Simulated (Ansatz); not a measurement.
## Errors in the atomisation enthalpy at 298 K

8 molecules with two or more fluorines; the atomisation enthalpy at 298 K in kJ/mol, computed less measured. Shapes, held fixed at every level: PBE0-D4/def2-TZVP. Flexible molecules stand in one conformer, not always the lowest. Thermal terms are harmonic and unscaled (PBE0-D4/def2-TZVP); the spin-orbit lowering of the free atoms is taken from their spectra. Programs: Ansatz 0.2.0. Measured values: Active Thermochemical Tables, CRC Handbook of Chemistry and Physics, NIST-JANAF tables.

Levels: A = HF/def2-SVP; B = PBE0-D4/def2-TZVPP; C = r2SCAN0-D4/def2-TZVPP.

```csv
molecule,from tabulated heats,A,B,C
AsF3 (arsenic trifluoride),1326,-598,-10,-60
B(OH)F2 (difluorohydroxyborane),2280,-565,-7,-44
CH2F2 (difluoromethane),1763,-522,-3,-48
GeF4 (tetrafluorogermane),1880,-642,-33,-66
SiF4 (SMILES F[Si](F)(F)F),2382,-726,-81,-98
"C2H3F3 (1,1,2-trifluoroethane)",3057,-933,-52,-131
"C2H4F2 (1,1-difluoroethane)",2965,-795,+11,-48
C2HF5 (pentafluoroethane),3149,-1001,+33,-79
```

Problem. Which level does best on this set, which worst, and which err to one side?

Solution. 
```
                level           kind  mean error  mean absolute error  worst case
          HF/def2-SVP   Hartree–Fock      -722.8                722.8       C2HF5
   PBE0-D4/def2-TZVPP  global hybrid       -17.8                 28.8        SiF4
r2SCAN0-D4/def2-TZVPP  global hybrid       -71.8                 71.8      C2H3F3
```

On this set PBE0-D4/def2-TZVPP has the smallest mean absolute error and HF/def2-SVP the largest. HF/def2-SVP is too low in 8 of 8; PBE0-D4/def2-TZVPP is too low in 6 of 8; r2SCAN0-D4/def2-TZVPP is too low in 8 of 8. The heats of GeF4, C2HF5 come from older tables and can be uncertain by 10 kJ/mol or more. The tabulated values of AsF3, B(OH)F2, SiF4, C2H3F3 are in doubt (older tables, estimates, or at odds with other calculations) and kept here. Over the 4 molecules whose values aren't doubted the mean absolute errors are A 740.0; B 20.0; C 60.2. For HF/def2-SVP the error grows with the size of the molecule. Hartree–Fock lacks correlation and underbinds. Relativity is left out for As, Ge. The set is small.

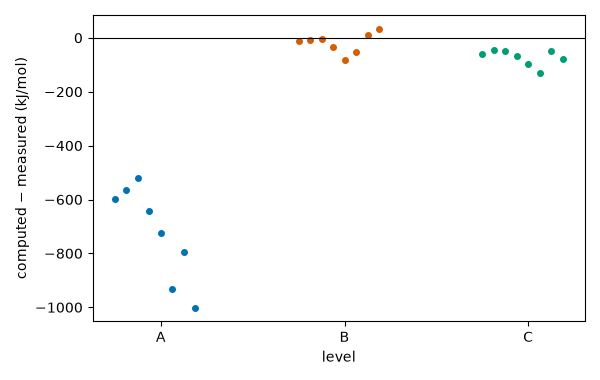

Errors of each level, one point a molecule.
